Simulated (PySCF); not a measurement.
# One shape, several levels: C2H7NSi (SMILES C[SiH]1CN1)

Aim: a comparison of 6 runs (HF/STO-3G, HF/3-21G, HF/def2-SVP, B3LYP/6-31G*, M06-2X/pcseg-1, M06-2X/def2-TZVP) of C2H7NSi. Input form: a Python script.

Program for the calculation: PySCF 2.14.0.

## (1) Starting point

C2H7NSi has 11 atoms, charge 0, and is taken as a singlet. SMILES: `C[SiH]1CN1`. Geometry: relaxed at PBE0-D4/def2-TZVP.

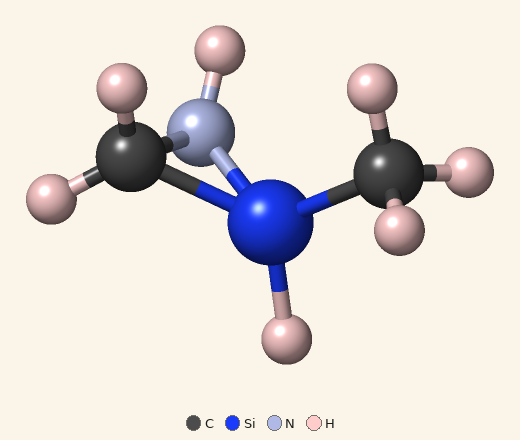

The structure, seen from a chosen angle (carbon dark grey, silicon blue, nitrogen light blue, hydrogen pink).

## (2) Energy and gradient at HF/STO-3G (run 1)

Contents of mol.xyz:

```xyz
11
C2H7NSi
C     -1.036100     1.301900     0.023300
Si     0.162000     0.063800    -0.677700
C      1.268500    -0.872400     0.436600
N      0.134900    -1.596100    -0.226100
H     -1.988400     1.272100    -0.512200
H     -1.226700     1.097000     1.078700
H     -0.638000     2.316300    -0.063800
H      0.496100     0.327000    -2.096500
H      1.173200    -0.684400     1.506500
H      2.252700    -1.245000     0.163500
H     -0.532700    -2.037100     0.388100
```

Contents of calc.py:

```python
from pyscf import gto, scf

mol = gto.Mole()
mol.atom = 'mol.xyz'
mol.max_memory = 1860
mol.verbose = 3
mol.spin = 0
mol.charge = 0
mol.basis = 'sto-3g'
mol.build()

mf = scf.RHF(mol)
mf.conv_tol = 1e-10
mf.kernel()
if not mf.converged:
    mf = mf.newton().run(mf.mo_coeff, mf.mo_occ)

e_final = mf.e_tot
print(f'total energy: {e_final:.8f} hartree')
grad = mf.nuc_grad_method().kernel()
dip = mf.dip_moment()
pop, q = mf.mulliken_pop()
```

Command:

```sh
$ OMP_NUM_THREADS=1 python calc.py
```

Standard output:

```text
converged SCF energy = -418.189228707264
total energy: -418.18922871 hartree
--------------- RHF gradients ---------------
         x                y                z
0 C     0.0018538652    -0.0027333483    -0.0024402729
1 Si    -0.0154895882    -0.0022871064     0.0223340787
2 C     0.0140199565    -0.0104762484     0.0066731475
3 N    -0.0164330777     0.0006831232     0.0183197255
4 H    -0.0073544318    -0.0004098995    -0.0053390780
5 H     0.0001318454    -0.0034490314     0.0081285231
6 H     0.0039215848     0.0083355989    -0.0018001409
7 H     0.0060038857     0.0059491869    -0.0303715533
8 H    -0.0026894516     0.0035266625     0.0039134365
9 H     0.0015174888    -0.0028672920    -0.0019616707
10 H     0.0145179229     0.0037283545    -0.0174561955
----------------------------------------------
Dipole moment(X, Y, Z, Debye): -0.93211,  1.92318,  0.54271
 ** Mulliken pop  **
pop of  0 C 1s            1.99217
pop of  0 C 2s            1.23639
pop of  0 C 2px           1.05343
pop of  0 C 2py           1.05724
pop of  0 C 2pz           1.02859
pop of  1 Si 1s           1.99961
pop of  1 Si 2s           1.98722
pop of  1 Si 3s           1.11492
pop of  1 Si 2px          1.96714
pop of  1 Si 2py          1.96234
pop of  1 Si 2pz          1.96321
pop of  1 Si 3px          0.76938
pop of  1 Si 3py          0.63083
pop of  1 Si 3pz          0.74493
pop of  2 C 1s            1.99249
pop of  2 C 2s            1.21189
pop of  2 C 2px           0.93435
pop of  2 C 2py           1.11022
pop of  2 C 2pz           0.98781
pop of  3 N 1s            1.99584
pop of  3 N 2s            1.62465
pop of  3 N 2px           1.14108
pop of  3 N 2py           1.34082
pop of  3 N 2pz           1.41689
pop of  4 H 1s            0.94062
pop of  5 H 1s            0.94095
pop of  6 H 1s            0.94068
pop of  7 H 1s            1.14346
pop of  8 H 1s            0.96276
pop of  9 H 1s            0.95080
pop of  10 H 1s           0.85728
 ** Mulliken atomic charges  **
charge of    0C =     -0.36782
charge of    1Si =      0.86042
charge of    2C =     -0.23677
charge of    3N =     -0.51929
charge of    4H =      0.05938
charge of    5H =      0.05905
charge of    6H =      0.05932
charge of    7H =     -0.14346
charge of    8H =      0.03724
charge of    9H =      0.04920
charge of   10H =      0.14272
```

It took 3.9 s on 1 thread of Intel Xeon at 2.50GHz (Skylake/Cascade Lake), shared host; peak memory 0.12 GiB.

## (3) Energy and forces at HF/3-21G (run 2)

Contents of input.py:

```python
import pyscf.grad
from pyscf import gto

molecule = gto.M(
    atom='''
C   -1.036100   1.301900   0.023300
Si   0.162000   0.063800  -0.677700
C    1.268500  -0.872400   0.436600
N    0.134900  -1.596100  -0.226100
H   -1.988400   1.272100  -0.512200
H   -1.226700   1.097000   1.078700
H   -0.638000   2.316300  -0.063800
H    0.496100   0.327000  -2.096500
H    1.173200  -0.684400   1.506500
H    2.252700  -1.245000   0.163500
H   -0.532700  -2.037100   0.388100
''',
    spin=0,
    basis='3-21g',
    max_memory=1860,
    verbose=3,
)

mf = molecule.RHF()
mf.conv_tol = 1e-10
mf.kernel()
if not mf.converged:
    mf = mf.newton().run(mf.mo_coeff, mf.mo_occ)

e_tot = mf.e_tot
print('Final energy', e_tot)
grad = mf.Gradients().kernel()
dip = mf.dip_moment()
pop, q = mf.mulliken_pop()
```

Command:

```sh
$ OMP_NUM_THREADS=1 python input.py
```

Standard output:

```text
converged SCF energy = -420.870734396854
Final energy -420.8707343968539
--------------- RHF gradients ---------------
         x                y                z
0 C     0.0119012359    -0.0126238904    -0.0074489343
1 Si    -0.0000910161    -0.0245646288     0.0358946712
2 C    -0.0374797987     0.0039290988    -0.0236579128
3 N     0.0230434117     0.0293439770    -0.0125098463
4 H    -0.0037628737    -0.0008390753    -0.0035339010
5 H     0.0003234423    -0.0023590196     0.0044280404
6 H     0.0024669189     0.0042332935    -0.0012218214
7 H    -0.0005960534    -0.0011508704    -0.0019009559
8 H    -0.0003115210     0.0022965021     0.0064829783
9 H     0.0081491893    -0.0039927569    -0.0026718430
10 H    -0.0036429351     0.0057273700     0.0061395247
----------------------------------------------
Dipole moment(X, Y, Z, Debye): -1.15820,  1.96327,  1.34018
 ** Mulliken pop  **
pop of  0 C 1s            1.98781
pop of  0 C 2s            0.33732
pop of  0 C 3s            1.21843
pop of  0 C 2px           0.53685
pop of  0 C 2py           0.53756
pop of  0 C 2pz           0.53702
pop of  0 C 3px           0.66280
pop of  0 C 3py           0.66472
pop of  0 C 3pz           0.61753
pop of  1 Si 1s           1.99853
pop of  1 Si 2s           1.97169
pop of  1 Si 3s           0.67003
pop of  1 Si 4s           0.27752
pop of  1 Si 2px          1.95632
pop of  1 Si 2py          1.95429
pop of  1 Si 2pz          1.95677
pop of  1 Si 3px          0.48253
pop of  1 Si 3py          0.44761
pop of  1 Si 3pz          0.53160
pop of  1 Si 4px          0.15572
pop of  1 Si 4py          0.05845
pop of  1 Si 4pz          0.11571
pop of  2 C 1s            1.98790
pop of  2 C 2s            0.34269
pop of  2 C 3s            1.13094
pop of  2 C 2px           0.50977
pop of  2 C 2py           0.50914
pop of  2 C 2pz           0.53970
pop of  2 C 3px           0.46829
pop of  2 C 3py           0.60435
pop of  2 C 3pz           0.55983
pop of  3 N 1s            1.98792
pop of  3 N 2s            0.35528
pop of  3 N 3s            1.41204
pop of  3 N 2px           0.53906
pop of  3 N 2py           0.61105
pop of  3 N 2pz           0.62215
pop of  3 N 3px           0.67437
pop of  3 N 3py           0.84359
pop of  3 N 3pz           0.84788
pop of  4 H 1s            0.45486
pop of  4 H 2s            0.31321
pop of  5 H 1s            0.45547
pop of  5 H 2s            0.31611
pop of  6 H 1s            0.45447
pop of  6 H 2s            0.31403
pop of  7 H 1s            0.42824
pop of  7 H 2s            0.78463
pop of  8 H 1s            0.46820
pop of  8 H 2s            0.33345
pop of  9 H 1s            0.46737
pop of  9 H 2s            0.30561
pop of  10 H 1s           0.44616
pop of  10 H 2s           0.23540
 ** Mulliken atomic charges  **
charge of    0C =     -1.10005
charge of    1Si =      1.42321
charge of    2C =     -0.65261
charge of    3N =     -0.89333
charge of    4H =      0.23193
charge of    5H =      0.22843
charge of    6H =      0.23150
charge of    7H =     -0.21288
charge of    8H =      0.19835
charge of    9H =      0.22702
charge of   10H =      0.31844
```

It took 5.4 s on 1 thread of Intel Xeon at 2.50GHz (Skylake/Cascade Lake), shared host; peak memory 0.12 GiB.

Run 3 isn't shown in full; the table further down has it.

## (4) Energy and forces at B3LYP/6-31G(d) (spherical functions) (run 4)

Contents of calc.py:

```python
import pyscf.grad
from pyscf import gto, dft

molecule = gto.Mole()
molecule.atom = '''
C     -1.957945     2.460234     0.044031
Si     0.306136     0.120565    -1.280667
C      2.397118    -1.648597     0.825054
N      0.254924    -3.016192    -0.427267
H     -3.757531     2.403921    -0.967918
H     -2.318127     2.073030     2.038448
H     -1.205645     4.377173    -0.120565
H      0.937493     0.617940    -3.961811
H      2.217027    -1.293329     2.846872
H      4.256986    -2.352709     0.308970
H     -1.006657    -3.849561     0.733403
'''
molecule.verbose = 3
molecule.basis = '6-31g*'
molecule.max_memory = 1860
molecule.charge = 0
molecule.unit = 'bohr'
molecule.spin = 0
molecule.build()

mf = dft.RKS(molecule)
mf.xc = 'b3lyp'
mf.conv_tol = 1e-10
mf.grids.level = 5
mf.kernel()
if not mf.converged:
    mf = mf.newton().run(mf.mo_coeff, mf.mo_occ)

energy = mf.e_tot
print(f'total energy: {energy:.8f} hartree')
grad = mf.Gradients().kernel()
dip = mf.dip_moment()
pop, q = mf.mulliken_pop()
```

Command:

```sh
$ OMP_NUM_THREADS=1 python calc.py
```

Standard output:

```text
converged SCF energy = -424.633815080312
total energy: -424.63381508 hartree
--------------- RKS gradients ---------------
         x                y                z
0 C     0.0018328200    -0.0027094102    -0.0009590968
1 Si     0.0002798583    -0.0077445444     0.0108245052
2 C    -0.0048254863     0.0017487036    -0.0044328167
3 N    -0.0007308789     0.0087669268     0.0018319920
4 H     0.0022692683    -0.0004143388     0.0004648473
5 H     0.0009532557    -0.0002973805    -0.0022488510
6 H    -0.0001341278    -0.0024870397    -0.0002936790
7 H    -0.0000231618    -0.0004074009     0.0006687115
8 H    -0.0006096720     0.0000142932    -0.0028479194
9 H    -0.0022578956     0.0008418832    -0.0000644233
10 H     0.0032471747     0.0026877944    -0.0029435113
----------------------------------------------
Dipole moment(X, Y, Z, Debye): -1.11712,  1.35127,  1.22009
 ** Mulliken pop  **
pop of  0 C 1s            1.99662
pop of  0 C 2s            0.66683
pop of  0 C 3s            0.67769
pop of  0 C 2px           0.71357
pop of  0 C 2py           0.71548
pop of  0 C 2pz           0.71057
pop of  0 C 3px           0.39781
pop of  0 C 3py           0.39381
pop of  0 C 3pz           0.37285
pop of  0 C 3dxy          0.00350
pop of  0 C 3dyz          0.00140
pop of  0 C 3dz^2         0.00753
pop of  0 C 3dxz          0.00492
pop of  0 C 3dx2-y2       0.00604
pop of  1 Si 1s           1.99962
pop of  1 Si 2s           1.99555
pop of  1 Si 3s           0.92850
pop of  1 Si 4s           0.19932
pop of  1 Si 2px          1.98742
pop of  1 Si 2py          1.98680
pop of  1 Si 2pz          1.98750
pop of  1 Si 3px          0.60484
pop of  1 Si 3py          0.55995
pop of  1 Si 3pz          0.64502
pop of  1 Si 4px          0.13368
pop of  1 Si 4py          0.04908
pop of  1 Si 4pz          0.13076
pop of  1 Si 3dxy         0.04516
pop of  1 Si 3dyz         0.05279
pop of  1 Si 3dz^2        0.05928
pop of  1 Si 3dxz         0.03327
pop of  1 Si 3dx2-y2      0.05238
pop of  2 C 1s            1.99647
pop of  2 C 2s            0.67374
pop of  2 C 3s            0.58599
pop of  2 C 2px           0.67327
pop of  2 C 2py           0.68567
pop of  2 C 2pz           0.71307
pop of  2 C 3px           0.24683
pop of  2 C 3py           0.38592
pop of  2 C 3pz           0.30389
pop of  2 C 3dxy          0.00946
pop of  2 C 3dyz          0.00466
pop of  2 C 3dz^2         0.01183
pop of  2 C 3dxz          0.00752
pop of  2 C 3dx2-y2       0.01028
pop of  3 N 1s            1.99707
pop of  3 N 2s            0.78722
pop of  3 N 3s            0.87346
pop of  3 N 2px           0.76532
pop of  3 N 2py           0.84828
pop of  3 N 2pz           0.85485
pop of  3 N 3px           0.43484
pop of  3 N 3py           0.48313
pop of  3 N 3pz           0.56383
pop of  3 N 3dxy          0.00792
pop of  3 N 3dyz          0.00577
pop of  3 N 3dz^2         0.00299
pop of  3 N 3dxz          0.00931
pop of  3 N 3dx2-y2       0.00440
pop of  4 H 1s            0.51761
pop of  4 H 2s            0.30612
pop of  5 H 1s            0.51854
pop of  5 H 2s            0.30924
pop of  6 H 1s            0.51748
pop of  6 H 2s            0.30666
pop of  7 H 1s            0.51225
pop of  7 H 2s            0.55860
pop of  8 H 1s            0.52894
pop of  8 H 2s            0.32891
pop of  9 H 1s            0.52886
pop of  9 H 2s            0.31040
pop of  10 H 1s           0.50941
pop of  10 H 2s           0.18045
 ** Mulliken atomic charges  **
charge of    0C =     -0.66861
charge of    1Si =      0.54908
charge of    2C =     -0.30861
charge of    3N =     -0.63840
charge of    4H =      0.17627
charge of    5H =      0.17222
charge of    6H =      0.17586
charge of    7H =     -0.07085
charge of    8H =      0.14214
charge of    9H =      0.16075
charge of   10H =      0.31015
```

It took 67 s on 1 thread of Intel Xeon at 2.50GHz (Skylake/Cascade Lake), shared host; peak memory 0.76 GiB.

Run 5 isn't shown in full; the table further down has it.

## (5) Energy and gradient at M06-2X/def2-TZVP (run 6)

Contents of start.xyz:

```xyz
11

C     -1.036100     1.301900     0.023300
Si     0.162000     0.063800    -0.677700
C      1.268500    -0.872400     0.436600
N      0.134900    -1.596100    -0.226100
H     -1.988400     1.272100    -0.512200
H     -1.226700     1.097000     1.078700
H     -0.638000     2.316300    -0.063800
H      0.496100     0.327000    -2.096500
H      1.173200    -0.684400     1.506500
H      2.252700    -1.245000     0.163500
H     -0.532700    -2.037100     0.388100
```

Contents of input.py:

```python
# C[SiH]1CN1
import pyscf.grad
from pyscf import gto, dft

mol = gto.M(
    atom='start.xyz',
    verbose=4,
    max_memory=1860,
    basis='def2-tzvp',
)

mf = dft.RKS(mol)
mf.xc = 'm06-2x'
mf.conv_tol = 1e-10
mf.grids.level = 5
mf.kernel()
if not mf.converged:
    mf = mf.newton().run(mf.mo_coeff, mf.mo_occ)

energy = mf.e_tot
print(f'total energy: {energy:.8f} hartree')
grad = mf.Gradients().kernel()
mf.analyze()
```

Command:

```sh
$ OMP_NUM_THREADS=1 python input.py
```

Standard output:

```text
PySCF version 2.14.0

[... 98 lines left out ...]
Nuclear Repulsion Energy =             167.791372405265292
[... 17 lines left out ...]
MO #12  energy= -0.593687584243511 occ= 2
[... 15 lines left out ...]
MO #28  energy= 0.151880461458855  occ= 0
[... 15 lines left out ...]
MO #44  energy= 0.42321632928083   occ= 0
[... 15 lines left out ...]
MO #60  energy= 0.790154379724079  occ= 0
[... 15 lines left out ...]
MO #76  energy= 1.2589748881153    occ= 0
[... 15 lines left out ...]
MO #92  energy= 1.65237528138175   occ= 0
[... 15 lines left out ...]
MO #108 energy= 2.19024479479429   occ= 0
[... 15 lines left out ...]
MO #124 energy= 2.76186681099613   occ= 0
[... 15 lines left out ...]
MO #140 energy= 3.40905268291024   occ= 0
[... 15 lines left out ...]
MO #156 energy= 4.46235028459711   occ= 0
[... 15 lines left out ...]
MO #172 energy= 32.0644096741369   occ= 0
[... 147 lines left out ...]
pop of  6 H 2px           0.00011
pop of  6 H 2py           0.00058
pop of  6 H 2pz           0.00002
pop of  7 H 1s            1.09555
pop of  7 H 2s            0.00379
pop of  7 H 3s            0.00099
pop of  7 H 2px           0.00028
pop of  7 H 2py           0.00019
pop of  7 H 2pz           0.00421
pop of  8 H 1s            0.88459
pop of  8 H 2s            0.00412
pop of  8 H 3s            0.00252
pop of  8 H 2px           0.00012
pop of  8 H 2py           0.00025
pop of  8 H 2pz           0.00075
pop of  9 H 1s            0.87041
pop of  9 H 2s            0.00440
pop of  9 H 3s            0.00277
pop of  9 H 2px           0.00057
pop of  9 H 2py           0.00021
pop of  9 H 2pz           0.00025
pop of  10 H 1s           0.76312
pop of  10 H 2s           0.00512
pop of  10 H 3s           0.00375
pop of  10 H 2px          0.00074
pop of  10 H 2py          0.00138
pop of  10 H 2pz          0.00098
 ** Mulliken atomic charges  **
charge of    0C =     -0.61113
charge of    1Si =      0.84840
charge of    2C =     -0.37019
charge of    3N =     -0.61488
charge of    4H =      0.13197
charge of    5H =      0.13180
charge of    6H =      0.13508
charge of    7H =     -0.10501
charge of    8H =      0.10765
charge of    9H =      0.12139
charge of   10H =      0.22492
Dipole moment(X, Y, Z, Debye): -1.07853,  1.47960,  0.95696
```

Run time: 4.9 min. Hardware: 1 thread of Intel Xeon at 2.50GHz (Skylake/Cascade Lake), shared host; peak memory 2.3 GiB.

## (6) Overview of the runs

```tsv
run	level	integration grid	energy (Eh)	dipole moment (D)	HOMO energy (eV)	LUMO energy (eV)	wall time
1	HF/STO-3G	–	-418.189229	2.20	-7.04	10.48	3.9 s
2	HF/3-21G	–	-420.870734	2.64	-9.31	4.47	5.4 s
3	HF/def2-SVP	–	-422.964626	2.28	-9.52	4.35	18 s
4	B3LYP/6-31G* (spherical functions)	5	-424.633815	2.14	-5.98	0.75	67 s
5	M06-2X/pcseg-1	5	-424.511379	2.19	-7.75	1.28	1.9 min
6	M06-2X/def2-TZVP	5	-424.620927	2.07	-7.78	1.22	4.9 min
```

## (7) What came out

```
                       quantity          value
            run 6: total energy  -424.62093 Eh
           run 6: dipole moment         2.07 D
             run 6: HOMO energy       -7.78 eV
             run 6: LUMO energy        1.22 eV
           run 6: HOMO–LUMO gap        8.99 eV
run 6: largest force on an atom     0.237 eV/Å
```

In words: The dipole moment (its size) runs from 2.07 D (M06-2X/def2-TZVP) to 2.64 D (HF/3-21G). The two ends differ in method and basis. The HOMO–LUMO gap runs from 6.73 eV (B3LYP/6-31G*) to 17.52 eV (HF/STO-3G). Totals of different functionals can't be ranked against each other. In run 1 the basis is minimal, so the values are rough. All runs together took 8.4 min, the longest 4.9 min.
